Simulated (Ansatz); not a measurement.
# Y2CF2 monolayer: phonons and vibrational spectra

Aim: the vibrations of Y2CF2 monolayer, their spectra, and whether the structure is stable.

Calculated with Ansatz 0.2.0; DFT PBEsol, scalar-relativistic, plane waves, PAW; PAW set soft_1.

## (1) The structure

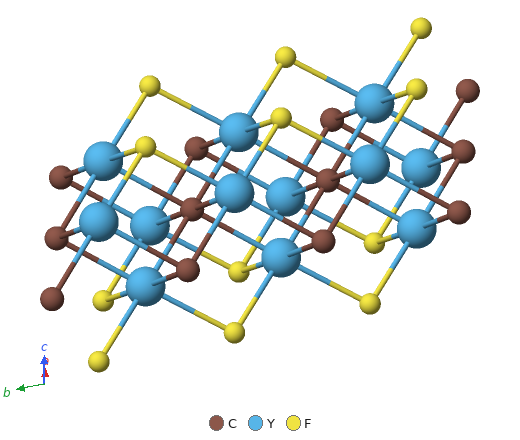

The cell as given, from a free direction (carbon brown, yttrium blue, fluorine yellow). 2×3×1 cells are drawn. Some periodic images of atoms are drawn too.

The cell holds 5 atoms: 1 C, 2 Y and 2 F. Its edges and angles: a = 3.600 Å, b = 3.600 Å, c = 20.000 Å, α = 90.0°, β = 90.0°, γ = 120.0°. Vacuum lies along c.

## (2) Rough relaxation

A rough relaxation comes first, because large forces or stress need no tight tolerances yet.

The program solves this slab on a cell height of its own, 33.2 Å, in place of the one typed.

input.yaml

```yaml
crystal:
  lattice:
    - [3.6, 0.0, 0.0]
    - [-1.8, 3.11769, 0.0]
    - [0.0, 0.0, 20.0]
  atoms:
    - { symbol: C, position: [0.0, 0.0, 0.5] }
    - { symbol: "Y", position: [0.333333, 0.666667, 0.56] }
    - { symbol: "Y", position: [0.666667, 0.333333, 0.44] }
    - { symbol: F, position: [0.666667, 0.333333, 0.6175] }
    - { symbol: F, position: [0.333333, 0.666667, 0.3825] }
  periodic: [true, true, false]
kpoints:
  mp_grid: { grid: [6, 6, 1] }
hamiltonian:
  xc: pbesol
  pseudopotentials: { kind: paw, azcp: { folder: soft_1 }, xc_functional: pbe }
scf:
  occupations: { method: gaussian, width: 0.1 }
output:
  forces: true
  stress: true
  eigenvalues: true
relax:
  adjacent_minimum: "off"
  f_tol: 0.05
  max_steps: 80
  cell: { stress_2d_tol: 0.02 }
```

The run is started by

```console
$ ansatz run input.yaml --threads 4 --pin off --max-ram 16384MiB --backend cpu --events-out ev --progress --plain --runs-dir out
```

Numbers of over 12 decimals in the logs are rounded to 6 here.

The log of the run:

```text
[...]
cell:  # Å, volume = 359.4800 Å³
    - [3.535925, 0, 0]
    - [-1.767962, 3.062200, 0]
    - [0, 0, 33.2]
  atoms:
    - { symbol: C, position: [0, 0, 0.301205] }
    - { symbol: Y, position: [0.333333, 0.666667, 0.342268] }
    - { symbol: Y, position: [0.666667, 0.333333, 0.260141] }
    - { symbol: F, position: [0.666667, 0.333333, 0.376898] }
    - { symbol: F, position: [0.333333, 0.666667, 0.225512] }
[key lines of the parts left out:]
SCF converged after 7 iterations
Free energy (F): -9444.236345 eV
Fermi energy:    -3.651471 eV
P = ½ c Tr σ = -0.0037 N/m
```

It took 16 s on 4 threads of Arm Neoverse V1, shared host; peak memory 0.67 GiB.

The steps of the relaxation:

```csv
step,energy less that of the first step (eV),largest force component (eV/Å),volume (Å³)
1,0.0000,3.1897,372.63
2,-0.3364,1.4392,372.39
3,-0.4771,0.3125,354.99
4,-0.5007,0.0206,361.32
5,-0.5016,0.0133,360.25
6,-0.5018,0.0014,359.75
7*,-0.4990,0.0012,359.75
8,-0.4991,0.0001,359.48
9*,-0.4990,0.0001,359.48
```

Relaxation steps marked * repeat the geometry before them on a plane-wave basis chosen anew for their cell, so energy and pressure can jump there.

Forces are held to the 12 operations that the run works with; a distortion that breaks them can't arise in this run.

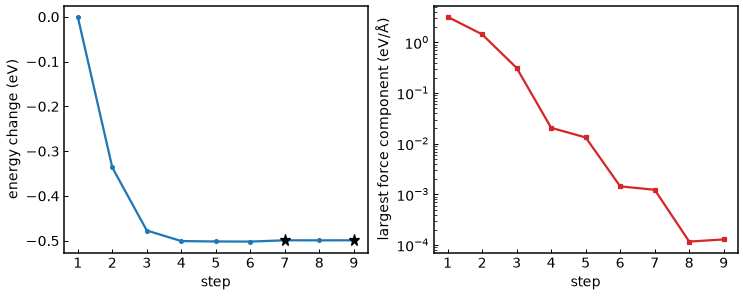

Energy and largest force along the relaxation. Stars mark steps on a basis chosen anew.

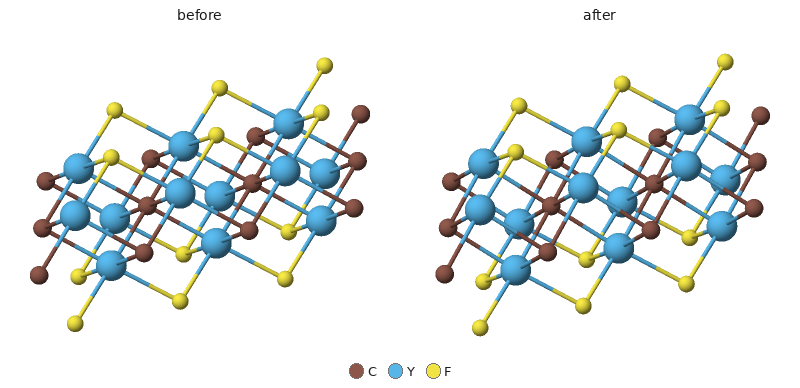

The structure before and after the relaxation, drawn at the same scale.

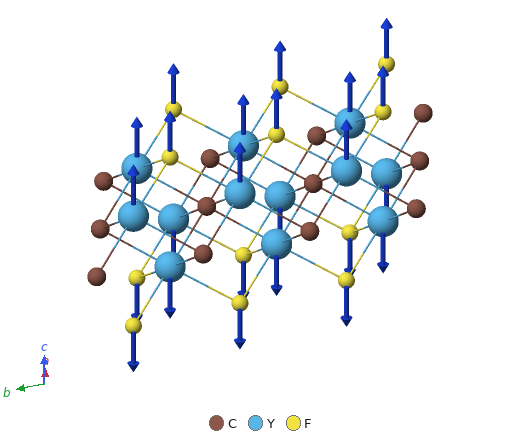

Displacements in the relaxation, exaggerated, measured against the changing cell; the longest in the cell stands for 0.16 Å. 2×3×1 cells are drawn. Some periodic images of atoms are drawn too.

```csv
cell as run,before,after,change
a (Å),3.600,3.536,-1.8 %
b (Å),3.600,3.536,-1.8 %
```

The atoms that moved most (Å, along periodic axes as changes of fractional coordinates times the final cell, across vacuum about the mean position):

```csv
atom,dx,dy,dz,length
Y3,0.000,0.000,-0.163,0.163
Y2,0.000,0.000,0.163,0.163
F5,0.000,0.000,-0.163,0.163
F4,0.000,0.000,0.163,0.163
```

The relaxed structure:

```xyz
5
Lattice="3.5359 0.0000 0.0000 -1.7680 3.0622 0.0000 0.0000 0.0000 33.2000" Properties=species:S:1:pos:R:3
C     0.0000    0.0000   10.0000
Y     0.0000    2.0415   11.3633
Y     1.7680    1.0207    8.6367
F     1.7680    1.0207   12.5130
F     0.0000    2.0415    7.4870
```

A gap read on the k-mesh alone can miss the band edges.

Numbers from this step:

| Quantity | Value |
| --- | --- |
| gap on the k-mesh | 1.063 eV |
| direct gap on mesh | 1.234 eV |
| area per atom | 2.166 Å² |

The relaxation ends with a largest force component of 1.3e-4 eV/Å.

## (3) Relaxation

Harmonic phonons are second derivatives at a point where the forces vanish, and they are wanted at zero stress, so atoms and cell are relaxed first.

input.yaml

```yaml
crystal:
  lattice:
    - [3.5359245422, 0.0, 0.0]
    - [-1.7679622711, 3.0622004794, 0.0]
    - [0.0, 0.0, 33.2]
  atoms:
    - { symbol: C, position: [0.0, 0.0, 0.3012048193] }
    - { symbol: "Y", position: [0.3333333333, 0.6666666667, 0.342268187] }
    - { symbol: "Y", position: [0.6666666667, 0.3333333333, 0.2601414516] }
    - { symbol: F, position: [0.6666666667, 0.3333333333, 0.3768981189] }
    - { symbol: F, position: [0.3333333333, 0.6666666667, 0.2255115196] }
  periodic: [true, true, false]
kpoints:
  mp_grid: { grid: [9, 9, 1] }
hamiltonian:
  xc: pbesol
  pseudopotentials: { kind: paw, azcp: { folder: soft_1 }, xc_functional: pbe }
scf:
  occupations: { method: gaussian, width: 0.02 }
output:
  forces: true
  stress: true
  eigenvalues: true
  write_density: true
  write_potential: true
  elf: true
  volumetric_format: npy
relax:
  adjacent_minimum: "off"
  f_tol: 0.005
  max_steps: 80
  cell: { stress_2d_tol: 0.02 }
```

The log of the run:

```text
[...]
Crystal: 5 atoms, lattice volume = 359.480 Å³
Basis set: ecut = 420 eV, 6969 PW (Γ), exchange–correlation on 48×48×450 points (8 copies of the dense FFT grid, shifted against one another)
Bands: 25, of which v1, the nominal top of the filled ones, is band 20 counted from 1 (19 counted from 0)
Symmetry: 12 space group operations
[...]
k-points: 12 of 81
[...]
SCF iter   1: F=—  HF=-9449.488541 eV  |F-HF|=—  |Δ(HF+E_count)|=         —  Δρ=5.38e-2  dr2=2.02e1  ethr=3.10e-3  ⟨swp⟩=11.6  Hψ=2216  notcnv=0
[...]
SCF iter  10: F=-9444.242091 eV  HF=-9444.242091 eV  |F-HF|=7.46e-9  |Δ(HF+E_count)|=   1.92e-7  Δρ=3.23e-6  dr2=2.93e-8  ethr=2.50e-10  ⟨swp⟩=27.8  Hψ=4192  notcnv=0
SCF 1 converged in 10 iterations: F = -9444.242091 eV  dr2 = 2.93e-8
[...]
relax step   1: F+E_penalty+E_count = -9444.24209094 eV  Δ(F+E_penalty+E_count) = +0.000e0 eV  max|allowed force component| = 1.658e-2 eV/Å  Δτ_max = 0.0000 Å  P = -0.065 N/m  Ω = 359.480 Å³  fix = [c, alpha, beta]  reactions: c +0.000 N/m  (10 SCF iters, dr2 threshold 1.00e-7 eV, accepted)
Crystal: 5 atoms, lattice volume = 358.795 Å³
Basis set: ecut = 420 eV, 6945 PW (Γ), exchange–correlation on 48×48×450 points (8 copies of the dense FFT grid, shifted against one another)
[...]
SCF iter   7: F=-9444.241724 eV  HF=-9444.241724 eV  |F-HF|=3.53e-10  |Δ(HF+E_count)|=   3.52e-9  Δρ=1.08e-6  dr2=2.56e-9  ethr=4.29e-11  ⟨swp⟩=15.7  Hψ=2916  notcnv=0
SCF 2 converged in 7 iterations: F = -9444.241724 eV  dr2 = 2.56e-9
relax step   2: F+E_penalty+E_count = -9444.24172367 eV  Δ(F+E_penalty+E_count) = +3.673e-4 eV  max|allowed force component| = 9.647e-2 eV/Å  Δτ_max = 0.0090 Å  P = -0.001 N/m  Ω = 358.795 Å³  energy of the carried Pulay correction = +2.031e-4 eV  fix = [c, alpha, beta]  (7 SCF iters, dr2 threshold 1.72e-8 eV, rejected (line search))
Crystal: 5 atoms, lattice volume = 359.298 Å³
[...]
SCF iter  10: F=-9444.242177 eV  HF=-9444.242177 eV  |F-HF|=1.46e-11  |Δ(HF+E_count)|=    0.00e0  Δρ=6.62e-9  dr2=1.16e-13  ethr=1.00e-12  ⟨swp⟩=10.6  Hψ=2032  notcnv=0
SCF 3 converged in 10 iterations: F = -9444.242177 eV  dr2 = 1.16e-13
relax step   3: F+E_penalty+E_count = -9444.24217732 eV  Δ(F+E_penalty+E_count) = -8.638e-5 eV  max|allowed force component| = 2.047e-3 eV/Å  Δτ_max = 0.0016 Å  P = -0.035 N/m  Ω = 359.298 Å³  energy of the carried Pulay correction = +5.405e-5 eV  fix = [c, alpha, beta]  reactions: c -0.000 N/m  (10 SCF iters, accepted)
[...]
relax step   4: F+E_penalty+E_count = -9444.24219604 eV  Δ(F+E_penalty+E_count) = -1.872e-5 eV  max|allowed force component| = 4.342e-3 eV/Å  Δτ_max = 0.0005 Å  P = -0.009 N/m  Ω = 359.240 Å³  energy of the carried Pulay correction = +7.125e-5 eV  fix = [c, alpha, beta]  reactions: c -0.000 N/m  (6 SCF iters, dr2 threshold 1.35e-9 eV, accepted)
[...]
SCF iter   7: F=-9444.242140 eV  HF=-9444.242140 eV  |F-HF|=2.91e-11  |Δ(HF+E_count)|=  3.64e-12  Δρ=2.76e-8  dr2=1.60e-12  ethr=1.00e-12  ⟨swp⟩=8.8  Hψ=1980  notcnv=0
SCF 5 converged in 7 iterations: F = -9444.242140 eV  dr2 = 1.60e-12
relax step   5: F+E_penalty+E_count = -9444.24213990 eV  Δ(F+E_penalty+E_count) = +5.614e-5 eV  max|allowed force component| = 4.336e-3 eV/Å  Δτ_max = 0.0000 Å  P = -0.010 N/m  Ω = 359.240 Å³  fix = [c, alpha, beta]  reactions: c -0.000 N/m  stress off target by 1.02e-2 N/m on what of the cell is left free  SCF on the basis re-selected at this cell (its energy is not comparable with the rows above)  (7 SCF iters)
[...]
WARN: The output density's exchange-correlation potential varies sharply where the density is thin. Do not read a vacuum level from v_tot or v_xc, or from such a field of the output density. On a cell that repeats whose density bears no net charge and no dipole along the vacuum's axis use v_es (v_loc + v_h of the components); under efield.dipole_correction with no amplitude use v_es + v_field, which holds any externa [...]
SCF converged after 7 iterations
Free energy (F): -9444.242140 eV
[...]
Internal energy: -9444.242140 eV  (E = F + TS)
E sigma→0 (E₀):  -9444.242140 eV
Fermi energy:    -3.631023 eV
[...]
--- Forces (eV/Å), atoms counted from 1 ---
  atom   1  C      0.00000000    -0.00000000     0.00000000
  atom   2  Y     -0.00000000    -0.00000000    -0.00433605
  atom   3  Y      0.00000000     0.00000000     0.00433605
  atom   4  F      0.00000000    -0.00000000     0.00305267
  atom   5  F      0.00000000     0.00000000    -0.00305267
  max |Σ_I F_I| component: 8.67e-19 eV/Å
--- 2D stress c σ (N/m, compression-positive) ---
       -0.010213       0.000000      -0.000000
       -0.000000      -0.010213      -0.000000
       -0.000000      -0.000000      -0.000000
  P = ½ c Tr σ = -0.0102 N/m
--- Band table (eV; the first three rows and the last of 12) ---
  k-point 0: bands = [... 16 lower, -9.8908, -5.7128, -4.1827, -4.1827, -1.3349 (-1.3350°), -1.1688, -1.0238, -1.0238, ... 1 higher]
  k-point 1: bands = [... 16 lower, -9.8140, -5.5591, -4.5530, -4.2309, -1.5026 (-1.5026°), -1.1476 (-1.1476°), -0.9675, -0.7784, ... 1 higher]
  k-point 2: bands = [... 16 lower, -9.8166, -5.3074, -5.1126, -4.3113, -2.1749, -0.8994 (-0.8994°), -0.4637 (-0.4637°), -0.2944, ... 1 higher]
  k-point 11: bands = [... 16 lower, -9.8279, -5.4439, -5.4439, -4.8270, -1.2254, -0.1640, -0.1640, 0.4734, ... 1 higher]
  ° read free of the cell's end (the report's vacuum.weakly_bound_levels)
--- Relaxed structure (4 steps of the walk, 3 accepted, 1 SCFs on fresh bases) ---
[...]
cell:  # Å, volume = 359.2397 Å³
    - [3.534743, 0.0, 0]
    - [-1.767371, 3.061177, 0]
    - [0, 0, 33.2]
  atoms:
    - { symbol: C, position: [0, 0, 0.30120481928] }
    - { symbol: Y, position: [0.333333, 0.666667, 0.342303] }
    - { symbol: Y, position: [0.666667, 0.333333, 0.260107] }
    - { symbol: F, position: [0.666667, 0.333333, 0.376932] }
    - { symbol: F, position: [0.333333, 0.666667, 0.225478] }
```

Run time: 14 s. Hardware: 4 threads; peak memory 0.72 GiB; 48 s of CPU time.

Little changed from the start: no atom moved by 0.005 Å and no cell edge by 0.1 %.

This step gave:

```
gap on the k-mesh  : 1.104 eV
direct gap on mesh : 1.277 eV
area per atom      : 2.164 Å²
```

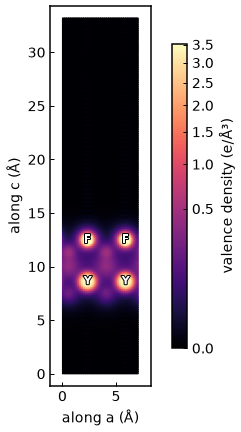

Valence density in the ac plane at fractional y = 0.333, with atoms of Y and F within 0.2 Å of it. It is the smooth field of the valence electrons, not physical close to the nuclei. The colour scale is stretched toward low values.

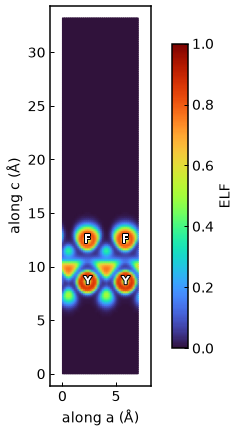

ELF in the ac plane at fractional y = 0.333, with atoms of Y and F within 0.2 Å of it. It is the smooth field of the valence electrons, not physical close to the nuclei.

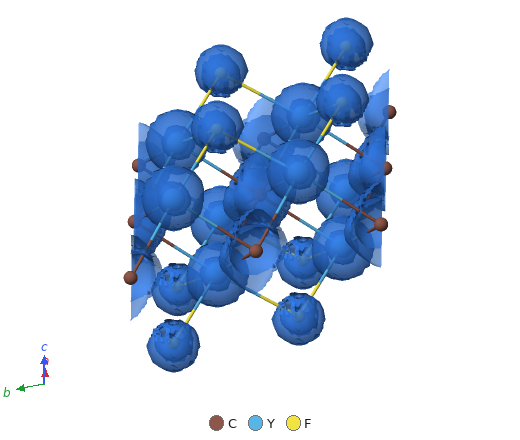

Surface of ELF = 0.79. 2×2×1 cells are drawn.

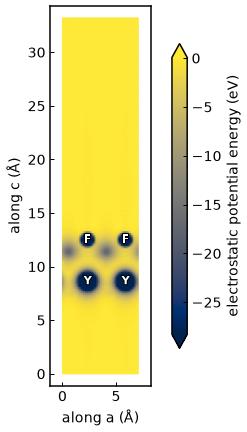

Electrostatic potential energy in the ac plane at fractional y = 0.333, with atoms of Y and F within 0.2 Å of it. With pseudopotentials it is smooth inside the atoms' cores, unlike the true potential.

## (4) Tight relaxation

Phonons need a cell at rest on their own settings, so the relaxation is repeated with tight tolerances on forces and stress, using the mesh and the filling of the phonon run that follows.

input.yaml, the sections that differ from step 3:

```yaml
crystal:
  lattice:
    - [3.5347426129, 0.0, 0.0]
    - [-1.7673713064, 3.0611768986, 0.0]
    - [0.0, 0.0, 33.2]
  atoms:
    - { symbol: C, position: [0.0, 0.0, 0.3012048193] }
    - { symbol: "Y", position: [0.3333333333, 0.6666666667, 0.342302641] }
    - { symbol: "Y", position: [0.6666666667, 0.3333333333, 0.2601069976] }
    - { symbol: F, position: [0.6666666667, 0.3333333333, 0.3769321069] }
    - { symbol: F, position: [0.3333333333, 0.6666666667, 0.2254775316] }
  periodic: [true, true, false]
kpoints:
  mp_grid: { grid: [12, 12, 1] }
scf:
  occupations: { method: fixed }
relax:
  adjacent_minimum: "off"
  f_tol: 0.001
  max_steps: 60
  cell: { stress_2d_tol: 0.002 }
# hamiltonian, output: as in step 3
```

The log of the run:

```text
[...]
Crystal: 5 atoms, lattice volume = 359.240 Å³
Basis set: ecut = 420 eV, 6969 PW (Γ), exchange–correlation on 48×48×450 points (8 copies of the dense FFT grid, shifted against one another)
Bands: 25, of which v1, the nominal top of the filled ones, is band 20 counted from 1 (19 counted from 0)
Symmetry: 12 space group operations
[...]
k-points: 19 of 144
[...]
cell:  # Å, volume = 359.1442 Å³
    - [3.534273, -2.8863630250583674e-11, 0]
    - [-1.767136, 3.060770, 0]
    - [0, 0, 33.2]
  atoms:
    - { symbol: C, position: [0, 0, 0.301205] }
    - { symbol: Y, position: [0.333333, 0.666667, 0.342306] }
    - { symbol: Y, position: [0.666667, 0.333333, 0.260104] }
    - { symbol: F, position: [0.666667, 0.333333, 0.376956] }
    - { symbol: F, position: [0.333333, 0.666667, 0.225454] }
[key lines of the parts left out:]
SCF converged after 7 iterations
Free energy (F): -9444.242612 eV
Fermi energy:    -4.187879 eV
P = ½ c Tr σ = -0.0007 N/m
```

Wall time 20 s (4 threads); peak memory 0.72 GiB.

Little changed from the start: no atom moved by 0.005 Å and no cell edge by 0.1 %.

This step gave:

```
gap on the k-mesh  : 1.062 eV
direct gap on mesh : 1.235 eV
```

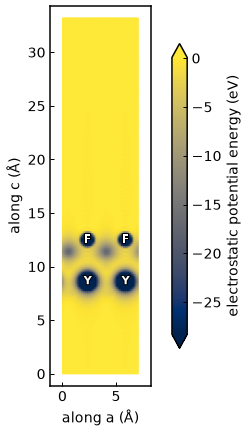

Electrostatic potential energy in the ac plane at fractional y = 0.333, with atoms of Y and F within 0.2 Å of it. With pseudopotentials it is smooth inside the atoms' cores, unlike the true potential.

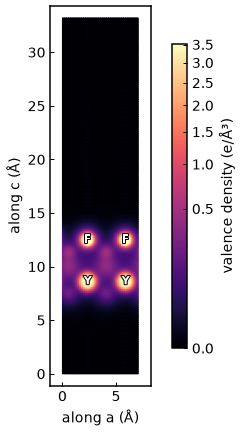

Valence density in the ac plane at fractional y = 0.333, with atoms of Y and F within 0.2 Å of it. It is the smooth field of the valence electrons, not physical close to the nuclei. The colour scale is stretched toward low values.

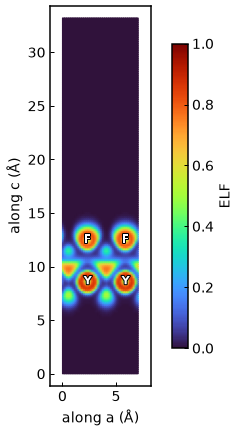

ELF in the ac plane at fractional y = 0.333, with atoms of Y and F within 0.2 Å of it. It is the smooth field of the valence electrons, not physical close to the nuclei.

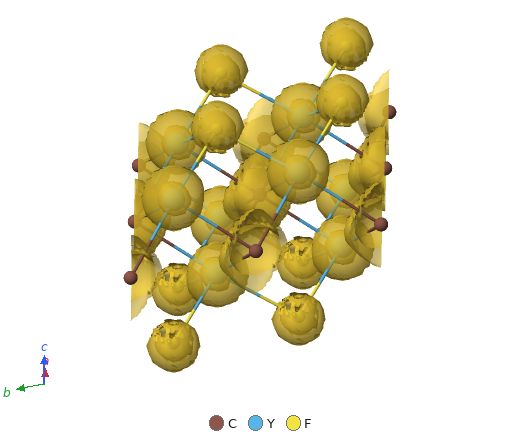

Surface of ELF = 0.79. 2×2×1 cells are drawn.

The largest force component left is 0.12 meV/Å, within the tolerances set.

[end of part 1 of 3]

[Logs are printed without paths, hosts, clocks, repeated set-up lines and the standing remarks that a program may print on its own settings, such as how far it seeks lower states.]

[Hosts, paths, dates, database ids (printed as entryN), source tags and the programs' standing remarks are cut or masked in the printed files.]
